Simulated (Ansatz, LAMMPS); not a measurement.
# Charge trapping in amorphous 29Ga2O3-71GeO2 (mol %) (86 atoms)

Does an extra electron or hole in amorphous 29Ga2O3-71GeO2 (mol %) (86 atoms) stay spread out, or do the atoms trap it?

Program: Ansatz 0.2.0. Level of theory: Kohn-Sham DFT, PBEsol, PAW (set soft_1), plane waves. Results are calculated unless marked as measured.

## (1) Set-up

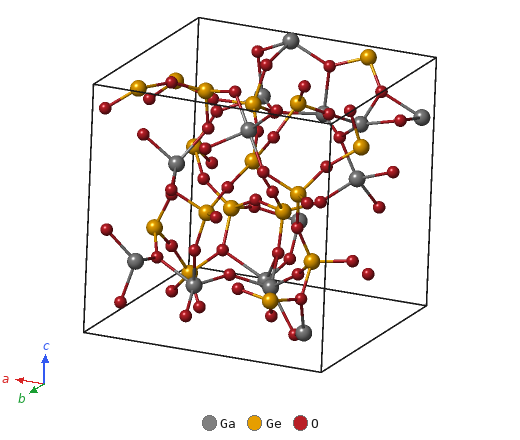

Start, viewed from a free direction; gallium grey, germanium orange, oxygen red. Bonds to atoms that aren't drawn are left out. Some periodic images of atoms are drawn too.

The cell holds 86 atoms: 14 Ga, 17 Ge and 55 O. Cell: a = 10.944 Å, b = 10.944 Å, c = 10.944 Å, α = 90.0°, β = 90.0°, γ = 90.0°. 86 atoms (14 Fe, 17 Ge, 55 O) placed at random at 3.74 g/cm³, melted at 5000 K for 10 ps at fixed volume with the Morse and Coulomb pair potential with partial charges (Pedone, Malavasi, Menziani, Cormack and Segre, J. Phys. Chem. B 110, 11780 (2006)). Quenched from 5000 K to 300 K at 100 K/ps and fixed volume, held 5 ps, then minimised at fixed cell. Then Fe was replaced by Ga and the cell scaled by 1.006 (the potential has no terms for the new elements, so the cell is a start for a DFT relaxation).

What the set-up can't give: The quench rate of 100 K/ps is many orders above laboratory rates, so the cell is likely richer in defects and strain than a real sample. The starting topology of bonds comes from the classical model, and needn't be the one that DFT or experiment would give. Sampling is at Γ alone, for a cell whose shortest periodic width is 11 Å.

## (2) Single point at the start

A single point comes first, to see the forces before anything moves.

input.yaml

```yaml
crystal:
  lattice:
    - [10.94387, 0.0, 0.0]
    - [0.0, 10.94387, 0.0]
    - [0.0, 0.0, 10.94387]
  atoms:
    - { symbol: Ga, position: [0.18868, 0.74549, 0.05987] }
    - { symbol: Ga, position: [0.53436, 0.02723, 0.26251] }
    - { symbol: Ga, position: [0.57848, 0.07561, 0.9934] }
    - { symbol: Ga, position: [0.1995, 0.24942, 0.76576] }
    - { symbol: Ga, position: [0.7577, 0.72455, 0.64469] }
    - { symbol: Ga, position: [0.40902, 0.57287, 0.16175] }
    - { symbol: Ga, position: [0.44378, 0.04058, 0.71281] }
    - { symbol: Ga, position: [0.53354, 0.32983, 0.10483] }
    - { symbol: Ga, position: [0.71692, 0.00963, 0.73106] }
    - { symbol: Ga, position: [0.02502, 0.06016, 0.77058] }
    - { symbol: Ga, position: [0.42799, 0.80319, 0.85358] }
    - { symbol: Ga, position: [0.81338, 0.9563, 0.3049] }
    - { symbol: Ga, position: [0.6355, 0.79151, 0.19234] }
    - { symbol: Ga, position: [0.24752, 0.14825, 0.51119] }
    - { symbol: Ge, position: [0.86951, 0.65317, 0.35047] }
    - { symbol: Ge, position: [0.56597, 0.85911, 0.51383] }
    - { symbol: Ge, position: [0.27326, 0.02546, 0.96347] }
    - { symbol: Ge, position: [0.63041, 0.29678, 0.78999] }
    - { symbol: Ge, position: [0.35115, 0.51108, 0.89582] }
    - { symbol: Ge, position: [0.22972, 0.98966, 0.24802] }
    - { symbol: Ge, position: [0.67227, 0.66808, 0.93676] }
    - { symbol: Ge, position: [0.80287, 0.4487, 0.12269] }
    - { symbol: Ge, position: [0.19914, 0.82889, 0.63937] }
    - { symbol: Ge, position: [0.94171, 0.1275, 0.52336] }
    - { symbol: Ge, position: [0.83992, 0.93372, 0.99137] }
    - { symbol: Ge, position: [0.00799, 0.67955, 0.82013] }
    - { symbol: Ge, position: [0.9247, 0.37558, 0.8579] }
    - { symbol: Ge, position: [0.72495, 0.24968, 0.34309] }
    - { symbol: Ge, position: [0.50756, 0.56403, 0.65247] }
    - { symbol: Ge, position: [0.17513, 0.72513, 0.34482] }
    - { symbol: Ge, position: [0.4529, 0.37709, 0.4079] }
    - { symbol: O, position: [0.71611, 0.54248, 0.02543] }
    - { symbol: O, position: [0.19064, 0.05528, 0.38058] }
    - { symbol: O, position: [0.16491, 0.84173, 0.22645] }
    - { symbol: O, position: [0.38133, 0.95453, 0.26324] }
    - { symbol: O, position: [0.27139, 0.39263, 0.83375] }
    - { symbol: O, position: [0.54745, 0.65448, 0.21309] }
    - { symbol: O, position: [0.41924, 0.06027, 0.91377] }
    - { symbol: O, position: [0.91909, 0.00354, 0.42844] }
    - { symbol: O, position: [0.22346, 0.05934, 0.10737] }
    - { symbol: O, position: [0.47359, 0.98125, 0.54393] }
    - { symbol: O, position: [0.85207, 0.2351, 0.43772] }
    - { symbol: O, position: [0.54609, 0.71144, 0.57994] }
    - { symbol: O, position: [0.88847, 0.75432, 0.74987] }
    - { symbol: O, position: [0.52723, 0.71989, 0.97013] }
    - { symbol: O, position: [0.55446, 0.42118, 0.72644] }
    - { symbol: O, position: [0.69432, 0.09744, 0.31338] }
    - { symbol: O, position: [0.50828, 0.16597, 0.15142] }
    - { symbol: O, position: [0.8598, 0.97887, 0.13874] }
    - { symbol: O, position: [0.71914, 0.33154, 0.19778] }
    - { symbol: O, position: [0.73502, 0.03047, 0.91401] }
    - { symbol: O, position: [0.60306, 0.87569, 0.36112] }
    - { symbol: O, position: [0.6018, 0.15374, 0.72312] }
    - { symbol: O, position: [0.45128, 0.49271, 0.51828] }
    - { symbol: O, position: [0.26915, 0.63691, 0.25434] }
    - { symbol: O, position: [0.32954, 0.87342, 0.72015] }
    - { symbol: O, position: [0.70409, 0.88964, 0.59259] }
    - { symbol: O, position: [0.56098, 0.90917, 0.7869] }
    - { symbol: O, position: [0.28734, 0.86618, 0.97204] }
    - { symbol: O, position: [0.1841, 0.09275, 0.8573] }
    - { symbol: O, position: [0.02625, 0.26518, 0.81281] }
    - { symbol: O, position: [0.04573, 0.71414, 0.96974] }
    - { symbol: O, position: [0.78295, 0.33772, 0.79706] }
    - { symbol: O, position: [0.59861, 0.31003, 0.41349] }
    - { symbol: O, position: [0.8047, 0.6503, 0.49368] }
    - { symbol: O, position: [0.40704, 0.60684, 0.77587] }
    - { symbol: O, position: [0.28479, 0.61052, 0.00161] }
    - { symbol: O, position: [0.84668, 0.53318, 0.24805] }
    - { symbol: O, position: [0.59805, 0.25978, 0.94359] }
    - { symbol: O, position: [0.13449, 0.71513, 0.73018] }
    - { symbol: O, position: [0.76522, 0.78848, 0.98833] }
    - { symbol: O, position: [0.96236, 0.96436, 0.8998] }
    - { symbol: O, position: [0.80104, 0.77663, 0.27514] }
    - { symbol: O, position: [0.02616, 0.67677, 0.35727] }
    - { symbol: O, position: [0.96846, 0.52366, 0.81839] }
    - { symbol: O, position: [0.32141, 0.16199, 0.67035] }
    - { symbol: O, position: [0.21918, 0.77826, 0.48778] }
    - { symbol: O, position: [0.9014, 0.38567, 0.01714] }
    - { symbol: O, position: [0.87224, 0.08565, 0.66535] }
    - { symbol: O, position: [0.66673, 0.64234, 0.77999] }
    - { symbol: O, position: [0.10673, 0.95364, 0.65194] }
    - { symbol: O, position: [0.08075, 0.18879, 0.5762] }
    - { symbol: O, position: [0.60006, 0.94261, 0.11527] }
    - { symbol: O, position: [0.44993, 0.41688, 0.25173] }
    - { symbol: O, position: [0.34428, 0.26958, 0.43459] }
    - { symbol: O, position: [0.45111, 0.45567, 0.00841] }
kpoints:
  mp_grid: { grid: [1, 1, 1] }
hamiltonian:
  xc: pbesol
  pseudopotentials: { kind: paw, azcp: { folder: soft_1 }, xc_functional: pbe }
scf:
  occupations: { method: fermi_dirac, width: 0.025 }
output:
  forces: true
```

Started as:

```console
> ansatz run input.yaml --threads 4 --pin off --max-ram 8192MiB --backend cpu --events-out ev --progress --plain --runs-dir out
```

Numbers of over 12 decimals in the logs are rounded to 6 here.

Log:

```text
[...]
Pseudopotentials: kind: paw
Pseudopotential: Ga, paw, valence charge 13, recommended cutoff 420 eV (normal), soft_1/Ga.paw.azcp
Pseudopotential: Ge, paw, valence charge 14, recommended cutoff 420 eV (normal), soft_1/Ge.paw.azcp
Pseudopotential: O, paw, valence charge 6, recommended cutoff 420 eV (normal), soft_1/O.paw.azcp
[... 3 lines on functional and potentials left out ...]
Crystal: 86 atoms, lattice volume = 1310.729 Å³
Basis set: ecut = 420 eV, 25677 PW (Γ), exchange–correlation on 150×150×150 points (8 copies of the dense FFT grid, shifted against one another)
Bands: 461, of which v1, the nominal top of the filled ones, is band 375 counted from 1 (374 counted from 0)
Symmetry: 1 space group operations
Space group: P1 (ITA 1), of the structure as read, at distance tolerance 1.1e-4 Å
k-points: 1
[... 10 lines on functional and potentials left out ...]
Initial density: superposition of atomic densities (chi_scale 0.1, normalization cell, long waves kept (reshape's long-wave potential 0.52 eV rms))
Initial wavefunctions: pseudopotential atomic-orbital guess
[...]
SCF iter   1: F=—  HF=-155573.977642 eV  |F-HF|=—  |Δ(HF+E_count)|=         —  Δρ=9.42e-2  dr2=7.30e1  ethr=3.10e-3  ⟨swp⟩=6.0  Hψ=1853  notcnv=0
preconditioner: auto → Resta (q_TF=auto, 2.486 Å⁻¹)  ε∞=3.0  [insulator: Δε(μ)=1.634 eV  Ē_g=19.978 eV  σ=0.025 eV  W_gap=1.00  n_scr=340 (ndim 8)  ℏωp=28.1 eV  f_vac=0.186  D(μ)=0.00/eV (n_scr^D=0)  ε∞_Penn≈3.0]
SCF iter   2: F=—  HF=-155555.009222 eV  |F-HF|=—  |Δ(HF+E_count)|=    1.90e1  Δρ=4.26e-2  dr2=1.24e1  ethr=3.10e-3  ⟨swp⟩=2.0  Hψ=807  notcnv=0  defer=81
SCF iter   3: F=—  HF=-155551.113376 eV  |F-HF|=—  |Δ(HF+E_count)|=    3.90e0  Δρ=1.47e-2  dr2=2.69e0  ethr=1.65e-3  ⟨swp⟩=3.0  Hψ=536  notcnv=0  defer=54
automatic band count: iteration 3 solves 434 bands in place of 461: the levels show a gap, and the empty bands left out lie too high to hold charge; the band table lists the bands solved (type scf.n_extra_bands for more)
SCF iter   4: F=—  HF=-155550.576082 eV  |F-HF|=—  |Δ(HF+E_count)|=   5.37e-1  Δρ=4.68e-3  dr2=2.69e-1  ethr=3.58e-4  ⟨swp⟩=2.0  Hψ=748  notcnv=0  defer=54
SCF iter   5: F=—  HF=-155550.633005 eV  |F-HF|=—  |Δ(HF+E_count)|=   5.69e-2  Δρ=2.71e-3  dr2=8.80e-2  ethr=3.58e-5  ⟨swp⟩=3.0  Hψ=676  notcnv=0  defer=54
[...]
SCF iter  14: F=—  HF=-155550.678414 eV  |F-HF|=—  |Δ(HF+E_count)|=   4.16e-7  Δρ=3.01e-6  dr2=1.20e-7  ethr=1.24e-10  ⟨swp⟩=2.0  Hψ=654  notcnv=0  defer=54
SCF iter  15: F=-155550.678414 eV  HF=-155550.678414 eV  |F-HF|=5.24e-10  |Δ(HF+E_count)|=   3.55e-8  Δρ=1.05e-6  dr2=1.75e-8  ethr=1.33e-11  ⟨swp⟩=4.0  Hψ=1268  notcnv=0
SCF 1 converged in 15 iterations: F = -155550.678414 eV  dr2 = 1.75e-8
[...]
SCF converged after 15 iterations
Free energy (F): -155550.678414 eV
Harris-Foulkes:  -155550.678414 eV  (|F-HF|=5.24e-10)
Internal energy: -155550.678414 eV  (E = F + TS)
E sigma→0 (E₀):  -155550.678414 eV
Fermi energy:    4.184751 eV
--- Per-component energies (eV) ---
[...]
Σ components = -155550.678414   (vs F -155550.678414, Δ=0.00e0)
--- Forces (eV/Å), atoms counted from 1 ---
  atom   1  Ga    -0.31366599     0.05673747    -1.50056189
  atom   2  Ga    -0.40885706    -0.23492894    -0.97869646
  atom   3  Ga    -0.25181557     0.11958636     0.51797877
  atom   4  Ga     0.64514121     0.60140566     1.39521827
[...]
atom  86  O      0.93844413    -0.28219927     2.21952347
  max |Σ_I F_I| component: 3.27e-5 eV/Å
```

The job ended after 14 s (4 threads of Intel Xeon Platinum 8488C (Sapphire Rapids), shared host; peak memory 2 GiB).

Reading the cycles: dr2 is the Hartree energy of the density residual (eV), the measure of convergence; HF is the Harris–Foulkes estimate of the energy, which meets the free energy F at convergence.

The r.m.s. force at the start is 0.89 eV/Å.

## (3) Relaxation

The atoms are relaxed in the fixed cell, aiming at the force tolerance of the input.

input.yaml

```yaml
crystal:
  lattice:
    - [10.94387, 0.0, 0.0]
    - [0.0, 10.94387, 0.0]
    - [0.0, 0.0, 10.94387]
  atoms:
    [... the 86 atom lines of step 2 ...]
kpoints:
  mp_grid: { grid: [1, 1, 1] }
hamiltonian:
  xc: pbesol
  pseudopotentials: { kind: paw, azcp: { folder: soft_1 }, xc_functional: pbe }
scf:
  occupations: { method: fermi_dirac, width: 0.025 }
output:
  forces: true
relax:
  f_tol: 0.05
  max_steps: 120
```

Log:

```text
[...]
Crystal: 86 atoms, lattice volume = 1310.729 Å³
Basis set: ecut = 420 eV, 25677 PW (Γ), exchange–correlation on 150×150×150 points (8 copies of the dense FFT grid, shifted against one another)
Bands: 461, of which v1, the nominal top of the filled ones, is band 375 counted from 1 (374 counted from 0)
Symmetry: 1 space group operations
[...]
k-points: 1
[...]
SCF iter   1: F=—  HF=-155573.977642 eV  |F-HF|=—  |Δ(HF+E_count)|=         —  Δρ=9.42e-2  dr2=7.30e1  ethr=3.10e-3  ⟨swp⟩=6.0  Hψ=1853  notcnv=0
[...]
SCF iter  10: F=—  HF=-155550.678427 eV  |F-HF|=—  |Δ(HF+E_count)|=   1.50e-4  Δρ=7.79e-5  dr2=7.93e-5  ethr=2.22e-8  ⟨swp⟩=2.0  Hψ=670  notcnv=0  defer=81
SCF iter  11: F=-155550.678408 eV  HF=-155550.678416 eV  |F-HF|=8.21e-6  |Δ(HF+E_count)|=   1.07e-5  Δρ=2.81e-5  dr2=1.19e-5  ethr=8.33e-9  ⟨swp⟩=4.0  Hψ=1357  notcnv=0
SCF 1 converged in 11 iterations: F = -155550.678408 eV  dr2 = 1.19e-5
[...]
relax step   1: F+E_penalty+E_count = -155550.67840764 eV  Δ(F+E_penalty+E_count) = +0.000e0 eV  max|allowed force component| = 2.419e0 eV/Å  Δτ_max = 0.0000 Å  (11 SCF iters, dr2 threshold 6.25e-5 eV, accepted)
[...]
relax step   2: F+E_penalty+E_count = -155554.43673308 eV  Δ(F+E_penalty+E_count) = -3.758e0 eV  max|allowed force component| = 1.391e0 eV/Å  Δτ_max = 0.1521 Å  (8 SCF iters, dr2 threshold 1.00e-4 eV, accepted)
[...]
relax step   3: F+E_penalty+E_count = -155556.02101264 eV  Δ(F+E_penalty+E_count) = -1.584e0 eV  max|allowed force component| = 6.915e-1 eV/Å  Δτ_max = 0.1775 Å  (8 SCF iters, dr2 threshold 1.00e-4 eV, accepted)
relax step   4: F+E_penalty+E_count = -155556.55300094 eV  Δ(F+E_penalty+E_count) = -5.320e-1 eV  max|allowed force component| = 3.751e-1 eV/Å  Δτ_max = 0.2000 Å  (8 SCF iters, dr2 threshold 1.00e-4 eV, accepted)
relax step   5: F+E_penalty+E_count = -155556.81565695 eV  Δ(F+E_penalty+E_count) = -2.627e-1 eV  max|allowed force component| = 3.761e-1 eV/Å  Δτ_max = 0.2000 Å  (8 SCF iters, dr2 threshold 3.47e-5 eV, accepted)
relax step   6: F+E_penalty+E_count = -155556.94677336 eV  Δ(F+E_penalty+E_count) = -1.311e-1 eV  max|allowed force component| = 5.851e-1 eV/Å  Δτ_max = 0.1349 Å  (7 SCF iters, dr2 threshold 4.16e-5 eV, accepted)
relax step   7: F+E_penalty+E_count = -155557.19613828 eV  Δ(F+E_penalty+E_count) = -2.494e-1 eV  max|allowed force component| = 4.654e-1 eV/Å  Δτ_max = 0.2000 Å  (8 SCF iters, dr2 threshold 1.00e-4 eV, accepted)
relax step   8: F+E_penalty+E_count = -155557.25693876 eV  Δ(F+E_penalty+E_count) = -6.080e-2 eV  max|allowed force component| = 8.549e-1 eV/Å  Δτ_max = 0.1946 Å  (7 SCF iters, dr2 threshold 1.00e-4 eV, accepted)
relax step   9: F+E_penalty+E_count = -155557.46515841 eV  Δ(F+E_penalty+E_count) = -2.082e-1 eV  max|allowed force component| = 1.708e-1 eV/Å  Δτ_max = 0.2000 Å  (7 SCF iters, dr2 threshold 1.00e-4 eV, accepted)
relax step  10: F+E_penalty+E_count = -155557.55719441 eV  Δ(F+E_penalty+E_count) = -9.204e-2 eV  max|allowed force component| = 1.481e-1 eV/Å  Δτ_max = 0.2000 Å  (11 SCF iters, accepted)
relax step  11: F+E_penalty+E_count = -155557.60483940 eV  Δ(F+E_penalty+E_count) = -4.764e-2 eV  max|allowed force component| = 6.047e-2 eV/Å  Δτ_max = 0.2000 Å  (10 SCF iters, accepted)
relax step  12: F+E_penalty+E_count = -155557.57083242 eV  Δ(F+E_penalty+E_count) = +3.401e-2 eV  max|allowed force component| = 3.659e-1 eV/Å  Δτ_max = 0.2000 Å  (11 SCF iters, rejected (line search))
relax step  13: F+E_penalty+E_count = -155557.62101939 eV  Δ(F+E_penalty+E_count) = -1.618e-2 eV  max|allowed force component| = 1.077e-1 eV/Å  Δτ_max = 0.0970 Å  (11 SCF iters, accepted)
relax step  14: F+E_penalty+E_count = -155557.62939422 eV  Δ(F+E_penalty+E_count) = -8.375e-3 eV  max|allowed force component| = 1.381e-1 eV/Å  Δτ_max = 0.0971 Å  (10 SCF iters, accepted)
relax step  15: F+E_penalty+E_count = -155557.65775214 eV  Δ(F+E_penalty+E_count) = -2.836e-2 eV  max|allowed force component| = 1.073e-1 eV/Å  Δτ_max = 0.1500 Å  (7 SCF iters, dr2 threshold 1.91e-5 eV, accepted)
relax step  16: F+E_penalty+E_count = -155557.68405360 eV  Δ(F+E_penalty+E_count) = -2.630e-2 eV  max|allowed force component| = 2.453e-1 eV/Å  Δτ_max = 0.1978 Å  (8 SCF iters, dr2 threshold 6.94e-6 eV, accepted)
relax step  17: F+E_penalty+E_count = -155557.72101076 eV  Δ(F+E_penalty+E_count) = -3.696e-2 eV  max|allowed force component| = 1.836e-1 eV/Å  Δτ_max = 0.0578 Å  (6 SCF iters, dr2 threshold 3.63e-5 eV, accepted)
relax step  18: F+E_penalty+E_count = -155557.77153983 eV  Δ(F+E_penalty+E_count) = -5.053e-2 eV  max|allowed force component| = 1.959e-1 eV/Å  Δτ_max = 0.2000 Å  (7 SCF iters, dr2 threshold 1.89e-5 eV, accepted)
relax step  19: F+E_penalty+E_count = -155557.78538023 eV  Δ(F+E_penalty+E_count) = -1.384e-2 eV  max|allowed force component| = 1.440e-1 eV/Å  Δτ_max = 0.0313 Å  (6 SCF iters, dr2 threshold 2.15e-5 eV, accepted)
relax step  20: F+E_penalty+E_count = -155557.79785899 eV  Δ(F+E_penalty+E_count) = -1.248e-2 eV  max|allowed force component| = 2.147e-1 eV/Å  Δτ_max = 0.2000 Å  (7 SCF iters, dr2 threshold 1.12e-5 eV, accepted)
relax step  21: F+E_penalty+E_count = -155557.81199956 eV  Δ(F+E_penalty+E_count) = -1.414e-2 eV  max|allowed force component| = 1.092e-1 eV/Å  Δτ_max = 0.0445 Å  (6 SCF iters, dr2 threshold 2.49e-5 eV, accepted)
relax step  22: F+E_penalty+E_count = -155557.82256366 eV  Δ(F+E_penalty+E_count) = -1.056e-2 eV  max|allowed force component| = 7.033e-2 eV/Å  Δτ_max = 0.2000 Å  (8 SCF iters, dr2 threshold 3.08e-6 eV, accepted)
relax step  23: F+E_penalty+E_count = -155557.77147281 eV  Δ(F+E_penalty+E_count) = +5.109e-2 eV  max|allowed force component| = 2.230e-1 eV/Å  Δτ_max = 0.2000 Å  (11 SCF iters, rejected (line search))
[...]
relax step  24: F+E_penalty+E_count = -155557.82721825 eV  Δ(F+E_penalty+E_count) = -4.655e-3 eV  max|allowed force component| = 2.842e-2 eV/Å  Δτ_max = 0.0364 Å  (10 SCF iters, accepted)
SCF converged after 10 iterations
Free energy (F): -155557.827218 eV
[...]
Internal energy: -155557.827218 eV  (E = F + TS)
E sigma→0 (E₀):  -155557.827218 eV
Fermi energy:    4.131070 eV
[...]
Σ components = -155557.827218   (vs F -155557.827218, Δ=0.00e0)
--- Forces (eV/Å), atoms counted from 1 ---
  atom   1  Ga    -0.00015538    -0.00489211     0.01999046
  atom   2  Ga     0.01874392    -0.01447643     0.00730879
  atom   3  Ga    -0.00213380    -0.00054956     0.01599928
  atom   4  Ga    -0.01897655     0.00009834    -0.00252962
[...]
atom  86  O     -0.00343397     0.01293784    -0.00581626
  max |Σ_I F_I| component: 1.59e-4 eV/Å
--- Relaxed structure (24 steps of the walk, 22 accepted, 0 SCFs on fresh bases) ---
  F+E_penalty+E_count = -155557.82721825 eV   max|allowed force component| = 2.842e-2 eV/Å
  atoms:
    - { symbol: Ga, position: [0.226540, 0.706584, 0.041089] }
    - { symbol: Ga, position: [0.529215, 0.015636, 0.268112] }
    - { symbol: Ga, position: [0.570051, 0.048511, 1.002574] }
    - { symbol: Ga, position: [0.216658, 0.228172, 0.805838] }
[...]
- { symbol: O, position: [0.486497, 0.422643, 0.046402] }
```

Run time: 4 min. Hardware: 4 threads; peak memory 2 GiB; 15 min of CPU time.

The relaxation converged after 24 steps, 7.15 eV below its start, with a largest force component of 0.028 eV/Å.

(Continued in part 2 of 3.)

[Logs are printed without paths, hosts, clocks, repeated set-up lines and the standing remarks that a program may print on its own settings, such as how far it seeks lower states.]

[Hosts, paths, dates, database ids (printed as entryN), source tags and the programs' standing remarks are cut or masked in the printed files.]
